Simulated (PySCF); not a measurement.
Si(Br)3(Et), SMILES CC[Si](Br)(Br)Br, singlet at its B3LYP/def2-SVP optimised geometry (Å):

```
11

C     -1.0103    -1.9352    -1.6666
C     -1.4186    -0.4643    -1.5196
Si    -0.7596     0.4202     0.0000
Br     1.4807     0.4202     0.0000
Br    -1.4807     2.5388     0.0000
Br    -1.4759    -0.5851     1.8695
H     -1.4416    -2.3662    -2.5840
H     -1.3627    -2.5388    -0.8158
H      0.0835    -2.0463    -1.7271
H     -2.5170    -0.3568    -1.4790
H     -1.0811     0.1323    -2.3856
```

Level of theory: B3LYP/def2-TZVP (PySCF 2.14.0).

Map of the electrostatic potential (hartree/e), clipped to [-0.08, 0.12] on the plane z = 0.6 Å:

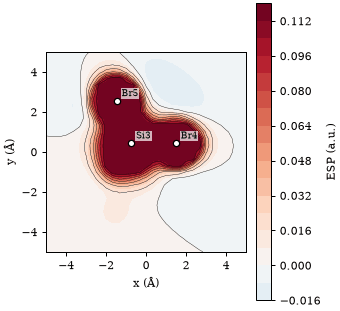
Electrostatic potential (hartree/e), clipped to [-0.08, 0.12] on the plane z = 0.6 Å.
